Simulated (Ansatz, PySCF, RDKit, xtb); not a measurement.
# C4H5N3Si: ranking a sample of isomers, part 2 of 2

Which of a sample of isomers of C4H5N3Si is the most stable in the gas at 298.15 K, and what are its properties? The sample is small against all isomers, and the most stable one of this formula need not be in it.

xtb, Ansatz and PySCF; isolated molecules.

## 11. c744a at CCSD(T)/def2-SVP

Contents of input.yaml:

```yaml
crystal:
  periodic: [false, false, false]
  atoms:
    - {symbol: C, position_ang: [-2.892546, 0.380316, 0.055329]}
    - {symbol: C, position_ang: [-1.503551, 0.188108, 0.299748]}
    - {symbol: C, position_ang: [-0.844836, -1.026159, 0.413648]}
    - {symbol: C, position_ang: [0.540578, 0.665761, 0.660718]}
    - {symbol: "N", position_ang: [-4.032760, 0.512580, -0.145353]}
    - {symbol: "N", position_ang: [0.478030, -0.718161, 0.647225]}
    - {symbol: N, position_ang: [-0.618107, 1.233559, 0.457587]}
    - {symbol: Si, position_ang: [1.832630, -1.865968, 0.884433]}
    - {symbol: H, position_ang: [-1.211813, -2.049116, 0.347146]}
    - {symbol: H, position_ang: [1.964225, -2.710544, -0.331956]}
    - {symbol: H, position_ang: [1.543804, -2.710238, 2.073571]}
    - {symbol: H, position_ang: [3.028099, -1.010838, 1.093393]}
    - {symbol: H, position_ang: [1.481924, 1.192576, 0.827459]}
basis:
  gaussian:
    orbitals: def2-SVP
correlation:
  method: ccsd_t
  frozen_orbitals: {C: 1, H: 0, Si: 5, "N": 1}
```

Started as:

```
$ ansatz run input.yaml --threads 2 --pin off --max-ram 5220MiB --events-out events.jsonl --progress --plain --runs-dir runs
```

Output, shortened:

```text
Warning: RAYON_NUM_THREADS=2 ignored (pool sized by the plan → 2); use --threads N
Functional definition: HF
  name "HF"
[...]
1439 factors; integrals over basis functions are off by at most 1.3e-3 eV
[...]
mean field -16499.01766561 eV, -606.3277157752 hartree, gradient 2.4e-6 eV, S^2 0.000000; 0 other end points of the search recorded, 0 dependent functions left out; unrestricted orbitals would lower it
12 core orbitals not correlated: weight in the atoms' cores, before any rotation towards them, 1.000 or more for the frozen orbitals, at most 0.000 for the correlated occupied ones
reference -16499.01766561 eV, -606.3277157752 hartree; 20, 20 occupied and 109, 109 virtual orbitals, 1439 factors
second order -29.60853463 eV of doubles, -0.00000000 eV of singles
cycle   1  -29.39165059 eV  change    2.2e-1 eV  update   1.5e-1
[...]
cycle  10  -30.59890366 eV  change    3.1e-5 eV  update   2.1e-5
perturbative correction -1.32233975 eV, -0.0485950896 hartree
Total energy: -16530.93890902 eV, -607.5007998336 hartree
```

It took 19 s on 2 threads of Intel Xeon 6975P-C (Granite Rapids), shared host; peak memory 1.2 GiB.

For c588a, c744a, c571a, c360a, c973a the log finds that unrestricted Hartree-Fock orbitals lie lower, a sign to watch the closed-shell reference there.

## 12. The ranking

Energies in kcal/mol from c588a; G adds the thermal terms to the CCSD(T)/def2-SVP + MP2/def2-TZVPP - MP2/def2-SVP energy. The columns left of the relaxed level are at the tight-binding geometries.

```
label                 SMILES     spin  GFN2-xTB  HF/STO-3G  r2SCAN-D4/def2-SVP  r2SCAN-D4/def2-SVP, relaxed  HF/def2-SVP  MP2/def2-SVP  CCSD(T)/def2-SVP + MP2/def2-TZVPP - MP2/def2-SVP     G  share at equilibrium     T1
c588a       N#Cc1cncn1[SiH3]  singlet       0.0        0.0                 0.0                          0.0          0.0           0.0                                               0.0   0.0                56.5 %  0.015
c744a     N#Cc1cn([SiH3])cn1  singlet       1.8       -1.5                 1.3                          1.4         -0.8          -0.1                                               0.3   0.2                42.1 %  0.014
c571a       N#Cc1nccn1[SiH3]  singlet       2.4        1.2                 2.5                          2.5          3.8           1.5                                               2.3   2.2                 1.3 %  0.013
c360a    N#Cc1nc[nH]c1[SiH3]  singlet      21.9       12.0                 6.7                          7.4          9.0           7.6                                               9.6  10.1               < 0.1 %  0.014
c614a  N#Cc1c[nH]c([SiH3])n1  singlet      23.4       12.2                 8.2                          9.1         10.3           9.4                                              11.1  10.4               < 0.1 %  0.014
c973a  N#Cc1cnc([SiH3])[nH]1  singlet      22.2       14.1                 8.0                          8.9         11.7          10.3                                              11.9  11.0               < 0.1 %  0.014
```

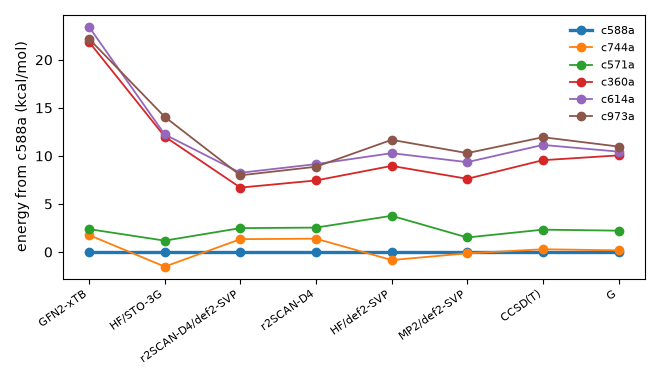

The finalists at each level, measured from c588a.

Lowest found: c588a, `N#Cc1cncn1[SiH3]`, a singlet. Bond lengths: C1–C2 1.413 Å, C2–C3 1.390 Å, C1–N5 1.168 Å, C3–N6 1.360 Å, C4–N6 1.316 Å, C2–N7 1.396 Å, C4–N7 1.372 Å, N7–Si8 1.797 Å, C3–H9 1.090 Å, C4–H10 1.092 Å, Si8–H11 1.485 Å, Si8–H12 1.486 Å, Si8–H13 1.485 Å. Some angles: C1–C2–C3 131.8°, C1–C2–N7 122.0°, C3–C2–N7 106.1°, C2–C1–N5 179.4°, C2–C3–N6 110.1°, C3–N6–C4 105.7°, N6–C4–N7 113.3°, C2–N7–C4 104.8°, C2–N7–Si8 127.0°, C4–N7–Si8 128.1°.

```xyz
13

C    -2.0262   -1.1121    0.3543
C    -0.6679   -1.2129   -0.0199
C    -0.0310   -1.9535   -1.0091
C     1.4964   -0.8531   -0.0051
N    -3.1462   -1.0204    0.6728
N     1.3080   -1.7153   -0.9817
N     0.3358   -0.4953    0.6335
Si    0.1323    0.6436    2.0080
H    -0.4937   -2.6356   -1.7226
H     2.4621   -0.4421    0.2954
H    -0.4540   -0.0917    3.1571
H     1.5135    1.1084    2.2969
H    -0.7471    1.7606    1.5791
```

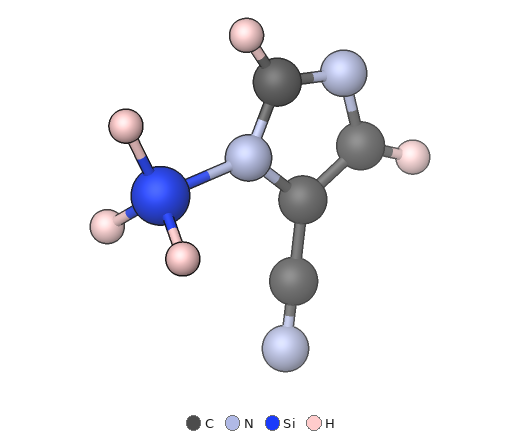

The lowest structure found, seen from a chosen angle (carbon dark grey, nitrogen light blue, silicon blue, hydrogen pink).

## 13. Density, orbitals and dipole (PBE0/def2-SVPD)

Contents of input.yaml:

```yaml
crystal:
  periodic: [false, false, false]
  atoms:
    - {symbol: C, position_ang: [-2.026206, -1.112064, 0.354300]}
    - {symbol: C, position_ang: [-0.667877, -1.212943, -0.019901]}
    - {symbol: C, position_ang: [-0.030974, -1.953473, -1.009091]}
    - {symbol: C, position_ang: [1.496445, -0.853072, -0.005105]}
    - {symbol: N, position_ang: [-3.146169, -1.020382, 0.672779]}
    - {symbol: N, position_ang: [1.307980, -1.715288, -0.981688]}
    - {symbol: N, position_ang: [0.335828, -0.495294, 0.633478]}
    - {symbol: Si, position_ang: [0.132322, 0.643627, 2.007996]}
    - {symbol: H, position_ang: [-0.493659, -2.635581, -1.722558]}
    - {symbol: H, position_ang: [2.462133, -0.442108, 0.295440]}
    - {symbol: H, position_ang: [-0.453970, -0.091693, 3.157130]}
    - {symbol: H, position_ang: [1.513459, 1.108410, 2.296878]}
    - {symbol: H, position_ang: [-0.747087, 1.760638, 1.579129]}
basis:
  gaussian:
    orbitals: def2-SVPD
output: {forces: true, orbitals: {seedname: orbitals}}
hamiltonian:
  xc: pbe0
```

Started as:

```
$ ansatz run input.yaml --threads 2 --pin off --max-ram 5220MiB --events-out events.jsonl --progress --plain --runs-dir runs
```

Output, shortened:

```text
Warning: RAYON_NUM_THREADS=2 ignored (pool sized by the plan → 2); use --threads N
Functional definition: PBE0
  name "PBE0"
[...]
1766 factors; their error is unknown
[...]
mean field -16554.64846898 eV, -608.3721100913 hartree, gradient 2.9e-5 eV, S^2 0.000000; 0 other end points of the search recorded, 0 dependent functions left out
[...]
reference -16554.64851017 eV, -608.3721116050 hartree; 32, 32 occupied and 172, 172 virtual orbitals, 1766 factors
[...]
Atom 8 at    -0.493659    -2.635581    -1.722558 Å, force     0.042268     0.061199     0.063806 eV/Å
Atom 9 at     2.462133    -0.442108     0.295440 Å, force    -0.092170    -0.042931    -0.033011 eV/Å
Atom 10 at    -0.453970    -0.091693     3.157130 Å, force    -0.001512    -0.012901    -0.012633 eV/Å
Atom 11 at     1.513459     1.108410     2.296878 Å, force     0.009484     0.000960    -0.000731 eV/Å
Atom 12 at    -0.747087     1.760638     1.579129 Å, force    -0.001956    -0.010870    -0.014374 eV/Å
Dipole moment:     0.570973     0.384370     0.343599 e Å
```

Wall time 6.6 s (2 threads of Intel Xeon 6975P-C (Granite Rapids), shared host); peak memory 0.67 GiB.

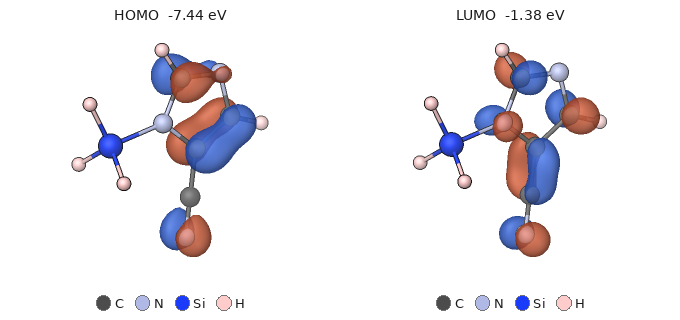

Frontier orbitals of this run, surfaces at ±0.2 Å^-3/2.

## 14. Electronic excitations (TD-PBE0/def2-SVPD)

An in-house driver calls PySCF's response routines at TD-PBE0/def2-SVPD; it has no typed input.

Output:

```text
coarse grid: 12256 points
cycle   1  E = -608.2380342028  dE =  1.234e+00  |g| = 4.855e-01  |ddm| = 5.972e+00
cycle   2  E = -608.0185295779  dE =  2.195e-01  |g| = 1.101e+00  |ddm| = 2.513e+00
cycle   3  E = -608.2975689447  dE = -2.790e-01  |g| = 9.987e-02  |ddm| = 1.630e+00
cycle   4  E = -608.2988139446  dE = -1.245e-03  |g| = 7.199e-02  |ddm| = 2.864e-01
cycle   5  E = -608.2999203206  dE = -1.106e-03  |g| = 1.773e-02  |ddm| = 1.336e-01
cycle   6  E = -608.2999806733  dE = -6.035e-05  |g| = 7.243e-03  |ddm| = 3.078e-02
cycle   7  E = -608.2999923146  dE = -1.164e-05  |g| = 1.406e-03  |ddm| = 1.085e-02
cycle   8  E = -608.2999928071  dE = -4.925e-07  |g| = 3.452e-04  |ddm| = 2.605e-03
final grid: 116600 points
cycle   9  E = -608.3721469864  dE = -2.120e-05  |g| = 5.407e-03  |ddm| = 7.681e-02
cycle  10  E = -608.3721432479  dE =  3.739e-06  |g| = 6.853e-03  |ddm| = 2.670e-02
cycle  11  E = -608.3721541886  dE = -1.094e-05  |g| = 1.217e-03  |ddm| = 1.461e-02
cycle  12  E = -608.3721545113  dE = -3.227e-07  |g| = 4.833e-04  |ddm| = 2.239e-03
cycle  13  E = -608.3721545602  dE = -4.885e-08  |g| = 1.374e-04  |ddm| = 7.455e-04
cycle  14  E = -608.3721545640  dE = -3.794e-09  |g| = 4.708e-05  |ddm| = 2.466e-04
cycle  15  E = -608.3721545644  dE = -4.186e-10  |g| = 2.028e-05  |ddm| = 9.655e-05
converged SCF energy = -608.3721545644

Static polarisability (au): isotropic 90.024, principal 59.092 95.831 115.150

Singlet excitations
state   eV       nm        f      main configurations
  1   5.5436    223.7   0.24991   H->L 0.92
  2   5.5678    222.7   0.00009   H->L+1 0.76, H->L+2 0.13
  3   5.6247    220.4   0.00005   H-1->L 0.97
  4   6.1993    200.0   0.00017   H->L+2 0.67, H->L+1 0.20, H->L+4 0.09
  5   6.3457    195.4   0.02197   H-2->L 0.61, H->L+3 0.36
  6   6.8417    181.2   0.00022   H->L+4 0.53, H->L+5 0.25, H->L+2 0.17
  7   6.9648    178.0   0.00160   H-3->L 0.50, H-1->L+3 0.35
  8   7.0156    176.7   0.00057   H->L+5 0.63, H->L+4 0.26

Triplet excitations (Tamm-Dancoff, eV): 3.6061 5.2998 5.3800
```

It took 21 s on 2 threads of Intel Xeon 6975P-C (Granite Rapids), shared host; peak memory 0.96 GiB.

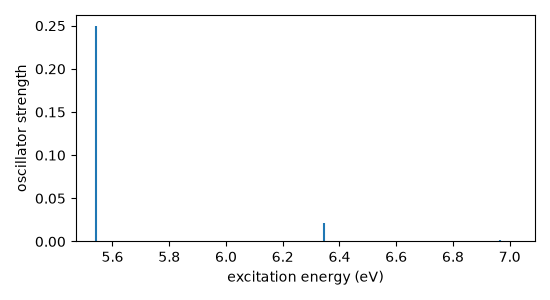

Vertical excitations as sticks.

The roots found:

```
excited state  energy (eV)  strength
            1        5.544    0.2499
            2        5.568    0.0001
            3        5.625    0.0001
            4        6.199    0.0002
            5        6.346    0.0220
            6        6.842    0.0002
            7        6.965    0.0016
            8        7.016    0.0006
```

## 15. NMR shieldings (GIAO PBE0/pcSseg-1)

An in-house driver calls PySCF's response routines at GIAO PBE0/pcSseg-1; it has no typed input.

Output:

```text
coarse grid: 12256 points
cycle   1  E = -608.5263846908  dE =  1.296e+00  |g| = 5.001e-01  |ddm| = 3.597e+00
cycle   2  E = -608.3063837436  dE =  2.200e-01  |g| = 1.117e+00  |ddm| = 1.674e+00
cycle   3  E = -608.5873456057  dE = -2.810e-01  |g| = 1.071e-01  |ddm| = 1.119e+00
cycle   4  E = -608.5888063902  dE = -1.461e-03  |g| = 7.192e-02  |ddm| = 1.317e-01
cycle   5  E = -608.5898641313  dE = -1.058e-03  |g| = 1.920e-02  |ddm| = 6.559e-02
cycle   6  E = -608.5899315198  dE = -6.739e-05  |g| = 7.367e-03  |ddm| = 1.833e-02
cycle   7  E = -608.5899429255  dE = -1.141e-05  |g| = 1.623e-03  |ddm| = 6.598e-03
cycle   8  E = -608.5899435207  dE = -5.952e-07  |g| = 3.447e-04  |ddm| = 1.545e-03
final grid: 116600 points
cycle   9  E = -608.6325884339  dE = -2.459e-05  |g| = 5.618e-03  |ddm| = 2.843e-02
cycle  10  E = -608.6325858336  dE =  2.600e-06  |g| = 6.689e-03  |ddm| = 1.165e-02
cycle  11  E = -608.6325957442  dE = -9.911e-06  |g| = 1.245e-03  |ddm| = 6.294e-03
cycle  12  E = -608.6325960660  dE = -3.218e-07  |g| = 4.995e-04  |ddm| = 1.419e-03
cycle  13  E = -608.6325961159  dE = -4.984e-08  |g| = 1.587e-04  |ddm| = 4.881e-04
cycle  14  E = -608.6325961208  dE = -4.906e-09  |g| = 5.145e-05  |ddm| = 1.507e-04
cycle  15  E = -608.6325961212  dE = -4.884e-10  |g| = 2.081e-05  |ddm| = 4.911e-05
converged SCF energy = -608.6325961212

GIAO shielding tensors (ppm)
atom      isotropic    diamagn.    paramagn.     s11        s22        s33       span
  0 C       65.972     258.237    -192.265    -50.333    -42.849    291.097    341.430
  1 C       70.634     253.441    -182.807     -5.697     83.830    133.769    139.466
  2 C       33.484     252.045    -218.561    -51.430     30.192    121.691    173.121
  3 C       35.018     251.411    -216.393    -33.193     39.746     98.499    131.692
  4 N      -77.030     340.412    -417.442   -262.018   -166.744    197.673    459.691
  5 N      -52.166     331.634    -383.800   -284.378   -106.947    234.826    519.203
  6 N       75.347     333.447    -258.100    -26.432     69.981    182.491    208.924
  7 Si     397.684     880.138    -482.454    372.853    377.350    442.848     69.995
  8 H       23.328      29.459      -6.132     20.727     22.359     26.897      6.170
  9 H       23.848      30.035      -6.186     19.597     24.332     27.616      8.019
 10 H       26.123      28.203      -2.080     22.585     24.811     30.973      8.388
 11 H       26.306      29.136      -2.830     22.489     25.571     30.859      8.371
 12 H       26.125      29.815      -3.690     22.591     24.804     30.980      8.389
```

Wall time 13 s (2 threads of Intel Xeon 6975P-C (Granite Rapids), shared host); peak memory 0.97 GiB.

Isotropic shieldings, averaged over atoms that the bond graph makes equivalent (absolute, not shifts):

```
        atoms  shielding (ppm)
           C1             66.0
           C2             70.6
           C3             33.5
           C4             35.0
           N5            -77.0
           N6            -52.2
           N7             75.3
          Si8            397.7
           H9            23.33
          H10            23.85
H11, H12, H13            26.18
```

## 16. The cation at the same geometry (PBE0/def2-SVPD)

Changes to input.yaml since step 13:

```diff
@@ -1 +1,4 @@
+basis:
+  gaussian:
+    orbitals: def2-SVPD
 crystal:
@@ -8,3 +11,3 @@
     - {symbol: N, position_ang: [-3.146169, -1.020382, 0.672779]}
-    - {symbol: N, position_ang: [1.307980, -1.715288, -0.981688]}
+    - {symbol: "N", position_ang: [1.307980, -1.715288, -0.981688]}
     - {symbol: N, position_ang: [0.335828, -0.495294, 0.633478]}
@@ -16,6 +19,6 @@
     - {symbol: H, position_ang: [-0.747087, 1.760638, 1.579129]}
-basis:
-  gaussian:
-    orbitals: def2-SVPD
-output: {forces: true, orbitals: {seedname: orbitals}}
+total_charge: 1
+magnetization:
+  spin_polarized: true
+  initial_magnetization: 1
 hamiltonian:
```

Started as:

```
$ ansatz run input.yaml --threads 2 --pin off --max-ram 5220MiB --events-out events.jsonl --progress --plain --runs-dir runs
```

Output, shortened:

```text
Warning: RAYON_NUM_THREADS=2 ignored (pool sized by the plan → 2); use --threads N
[... 2 set-up lines as earlier in the session ...]
[...]
1766 factors; their error is unknown
[...]
mean field -16545.33455071 eV, -608.0298299079 hartree, gradient 4.3e-5 eV, S^2 0.776208; 2 other end points of the search recorded, 0 dependent functions left out
reference -16545.33459153 eV, -608.0298314080 hartree; 32, 31 occupied and 172, 173 virtual orbitals, 1766 factors
Total energy: -16545.33459153 eV, -608.0298314080 hartree
```

Run time: 15 s. Hardware: 2 threads of Intel Xeon 6975P-C (Granite Rapids), shared host; peak memory 0.84 GiB.

Difference from the parent: 9.31 eV.

## 17. The anion at the same geometry (PBE0/def2-SVPD)

Changes to input.yaml since step 16:

```diff
@@ -1,4 +1 @@
-basis:
-  gaussian:
-    orbitals: def2-SVPD
 crystal:
@@ -11,3 +8,3 @@
     - {symbol: N, position_ang: [-3.146169, -1.020382, 0.672779]}
-    - {symbol: "N", position_ang: [1.307980, -1.715288, -0.981688]}
+    - {symbol: N, position_ang: [1.307980, -1.715288, -0.981688]}
     - {symbol: N, position_ang: [0.335828, -0.495294, 0.633478]}
@@ -19,3 +16,6 @@
     - {symbol: H, position_ang: [-0.747087, 1.760638, 1.579129]}
-total_charge: 1
+basis:
+  gaussian:
+    orbitals: def2-SVPD
+total_charge: -1
 magnetization:
@@ -24,2 +24,4 @@
 hamiltonian:
-  xc: pbe0
+  xc: {name: PBE0}
+scf:
+  lower_state_search: "off"
```

Started as:

```
$ ansatz run input.yaml --threads 2 --pin off --max-ram 5220MiB --events-out events.jsonl --progress --plain --runs-dir runs
```

Output, shortened:

```text
Warning: RAYON_NUM_THREADS=2 ignored (pool sized by the plan → 2); use --threads N
[... 2 set-up lines as earlier in the session ...]
[...]
1766 factors; their error is unknown
[...]
mean field -16554.27102433 eV, -608.3582392561 hartree, gradient 6.4e-6 eV, S^2 0.763109; 0 other end points of the search recorded, 0 dependent functions left out
reference -16554.27106484 eV, -608.3582407448 hartree; 33, 32 occupied and 171, 172 virtual orbitals, 1766 factors
Total energy: -16554.27106484 eV, -608.3582407448 hartree
Checks for a lower state left out: stability, starts, cluster_reference, orbital_swaps, neighbouring_geometries, increment
```

It took 8.7 s on 2 threads of Intel Xeon 6975P-C (Granite Rapids), shared host; peak memory 0.74 GiB.

Parent less the species with the added electron: -0.38 eV. The extra electron isn't bound at this geometry, so the number measures the basis, not the molecule.

## 18. The triplet at the same geometry (PBE0/def2-SVPD)

Contents of input.yaml:

```yaml
crystal:
  periodic: [false, false, false]
  atoms:
    - symbol: C
      position_ang: [-2.026206, -1.112064, 0.354300]
    - symbol: C
      position_ang: [-0.667877, -1.212943, -0.019901]
    - symbol: C
      position_ang: [-0.030974, -1.953473, -1.009091]
    - symbol: C
      position_ang: [1.496445, -0.853072, -0.005105]
    - symbol: "N"
      position_ang: [-3.146169, -1.020382, 0.672779]
    - symbol: "N"
      position_ang: [1.307980, -1.715288, -0.981688]
    - symbol: N
      position_ang: [0.335828, -0.495294, 0.633478]
    - symbol: Si
      position_ang: [0.132322, 0.643627, 2.007996]
    - symbol: H
      position_ang: [-0.493659, -2.635581, -1.722558]
    - symbol: H
      position_ang: [2.462133, -0.442108, 0.295440]
    - symbol: H
      position_ang: [-0.453970, -0.091693, 3.157130]
    - symbol: H
      position_ang: [1.513459, 1.108410, 2.296878]
    - symbol: H
      position_ang: [-0.747087, 1.760638, 1.579129]
basis:
  gaussian:
    orbitals: def2-SVPD
hamiltonian:
  xc: pbe0
magnetization:
  spin_polarized: true
  initial_magnetization: 2
```

Started as:

```
$ ansatz run input.yaml --threads 2 --pin off --max-ram 5220MiB --events-out events.jsonl --progress --plain --runs-dir runs
```

Output, shortened:

```text
Warning: RAYON_NUM_THREADS=2 ignored (pool sized by the plan → 2); use --threads N
[... 2 set-up lines as earlier in the session ...]
[...]
1766 factors; their error is unknown
[...]
mean field -16551.06074437 eV, -608.2402636437 hartree, gradient 3.1e-5 eV, S^2 2.041404; 0 other end points of the search recorded, 0 dependent functions left out
reference -16551.06078604 eV, -608.2402651749 hartree; 33, 31 occupied and 171, 173 virtual orbitals, 1766 factors
Total energy: -16551.06078604 eV, -608.2402651749 hartree
```

Wall time 12 s (2 threads of Intel Xeon 6975P-C (Granite Rapids), shared host); peak memory 0.83 GiB.

It lies 3.59 eV above the singlet.

## 19. What came out

What follows sums up all 2 parts.

```
                                           quantity                                                                     value
                             lowest structure found                                                 N#Cc1cncn1[SiH3], singlet
                                      next finalist                     N#Cc1cn([SiH3])cn1, singlet, 0.2 kcal/mol higher in G
          share at equilibrium, among the finalists                                                                    56.5 %
                                             funnel  12 starts, 12 minima at GFN2-xTB, 15 screening runs, 6 relaxed, 6 ranked
                               CPU time of all runs                                                                    15 min
                     dipole moment (PBE0/def2-SVPD)                                                                    3.70 D
                       HOMO energy (PBE0/def2-SVPD)                                                                  -7.44 eV
                       LUMO energy (PBE0/def2-SVPD)                                                                  -1.38 eV
                     HOMO–LUMO gap (PBE0/def2-SVPD)                                                                   6.06 eV
              lowest excitation (TD-PBE0/def2-SVPD)                                                       5.54 eV (f = 0.250)
lowest triplet excitation, same level, Tamm-Dancoff                                                                   3.61 eV
                         vertical ionisation energy                                                                   9.31 eV
                         vertical electron affinity                        -0.38 eV (unbound: the value depends on the basis)
                      vertical triplet less singlet                                                                  +3.59 eV
```

What this shows: `N#Cc1cncn1[SiH3]` comes out lowest. Its margin of 0.2 kcal/mol is inside the likely error of CCSD(T)/def2-SVP + MP2/def2-TZVPP - MP2/def2-SVP with harmonic terms (about 1.5 kcal/mol), so the order of the first two is not settled. GFN2-xTB, r2SCAN-D4/def2-SVP and r2SCAN-D4/def2-SVP, relaxed already put its bonding pattern lowest among the structures in one piece; HF/STO-3G, HF/def2-SVP and MP2/def2-SVP favour the singlet N#Cc1cn([SiH3])cn1. The largest share of the time went into the final energies (45 %). Lowest found is not proven lowest: the search is finite, and each finalist counts with one conformer. Only 12 drawn patterns were tried, so whole families of isomers are missing, and the result ranks this sample alone.
